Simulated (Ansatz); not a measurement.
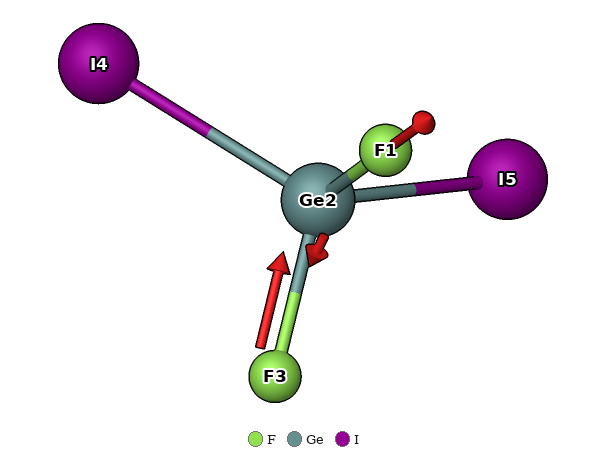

The arrows show one normal mode. Harmonic vibrations computed with RKS PBE0-D4/def2-TZVP, core potentials on I (Ansatz 0.2.0) at a stationary point of the same level.

> Describe the motion.

Mostly out-of-phase stretching of 2 Ge–F bonds.

> Estimate its harmonic wavenumber.

738 cm⁻¹; it is mode 9 of 9 counted from the lowest.
